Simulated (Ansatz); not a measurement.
Input

```
basis:
  gaussian:
    orbitals: def2-TZVPD
crystal:
  periodic: [false, false, false]
  atoms:
    - symbol: C
      position_ang: [-0.530093, 0.253111, 1.214430]
    - symbol: Al
      position_ang: [-0.178804, -0.995507, -0.283136]
    - symbol: Cl
      position_ang: [-1.790366, -2.577375, -0.232035]
    - symbol: F
      position_ang: [-0.382774, -0.184428, -1.803462]
    - symbol: H
      position_ang: [0.148891, 0.434591, 2.060910]
    - symbol: H
      position_ang: [-1.470313, 0.820609, 1.322112]
total_charge: -1
magnetization:
  spin_polarized: true
  initial_magnetization: 2
hamiltonian:
  xc: {name: PBE0}
output: {forces: true, orbitals: {seedname: orbitals}}
```

Launched as:

```sh
ansatz run input.yaml --threads 2 --pin off --max-ram 4350MiB --events-out events.jsonl --progress --plain --runs-dir runs
```

Geometry: PBE0-D3(BJ)/def2-SVPD.

Level of theory: isolated molecule in a Gaussian basis; Kohn-Sham density functional theory, functional PBE0 in Ansatz 0.2.0.

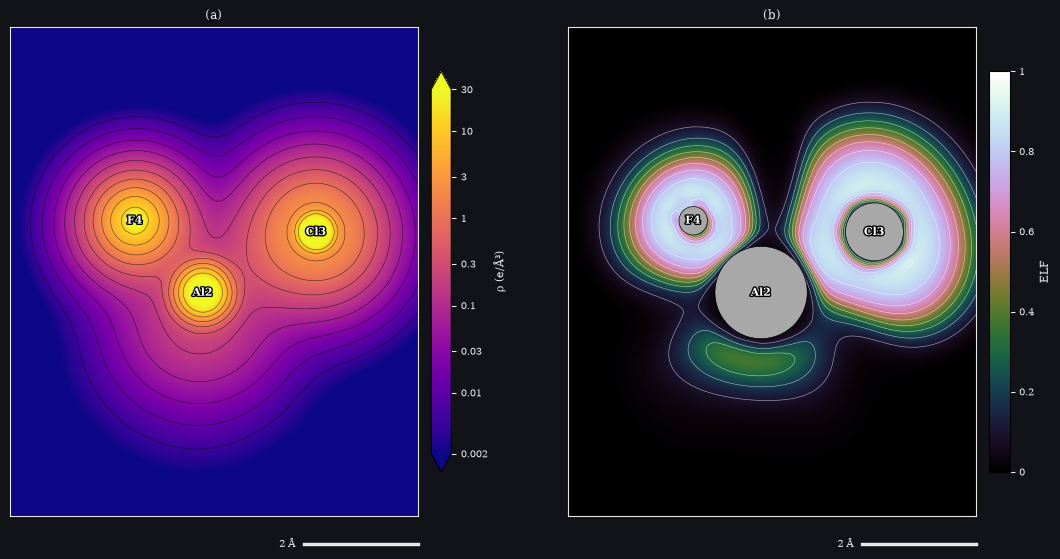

CH2AlClF (SMILES [CH2-][Al]([F])[Cl]) (charge −1, triplet). (a) electron density; (b) ELF on the plane of atoms Cl3, Al2 and F4. Grey discs cover the atomic cores in the ELF map.

Describe what can be read from this map.

Atoms in the plane: Al, Cl and F.
Al–F (1.74 Å): ρ at the midpoint is about 0.72 e/Å³; the ELF peaks at about 0.85 in the valence shell of F, 0.6 Å from its nucleus, and is about 0.35 at the midpoint.
Al–Cl (2.26 Å): the density is about 0.54 e/Å³ at the midpoint; the ELF peaks at about 0.85 in the valence shell of Cl, 0.9 Å from its nucleus, and is about 0.80 at the midpoint.
The ELF also peaks beside Cl3 and F4, away from the bonds: non-bonding electrons, paired or unpaired.
